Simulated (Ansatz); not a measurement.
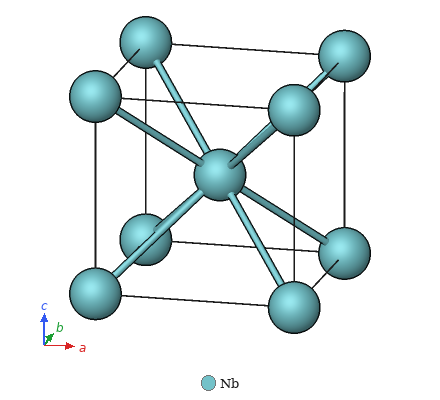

The structure; the drawing may span several cells.

Structure (in its standard cell), the input geometry of an electronic-structure calculation (not necessarily at equilibrium):

Space group Im-3m (No. 229). a = 3.272 Å, b = 3.272 Å, c = 3.272 Å, α = 90.00°, β = 90.00°, γ = 90.00°
```
atom  site  symmetry       x       y       z
  Nb    2a      m-3m  0.0000  0.0000  0.0000
```

### What does the kinematic electron diffraction pattern along [210] look like at 100 kV (B = 1 Å²)?

The spots form a centred rectangular net whose two shortest vectors correspond to d = 1.64 Å and 1.34 Å, 65.9° apart. They are 0 0 2 and 1 -2 1. The pattern has symmetry 2mm. The lattice centring (I) removes all reflections that break h + k + l = 2n.

Strongest reflections with d > 0.80 Å, one of each family (|F|² from tabulated Gaussian fits of the electron scattering factors, times a small damping for the curvature of the Ewald sphere):

```
   hkl  d (Å)  I (strongest = 100)
 0 0 2  1.636                  100
1 -2 1  1.336                   57
1 -2 3  0.874                   12
 0 0 4  0.818                    9
```

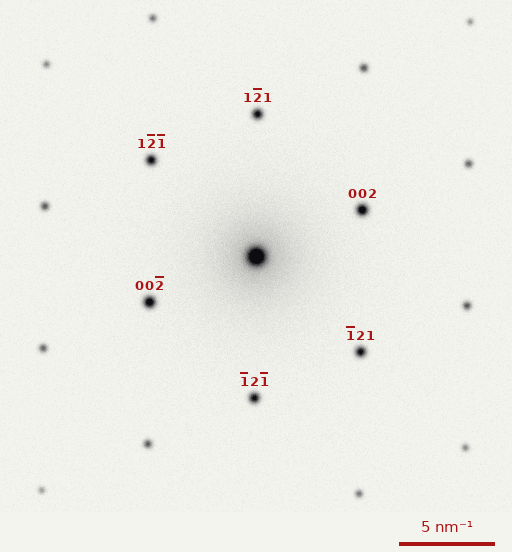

Calculated pattern, seen from the source side with [210] pointing towards the source.
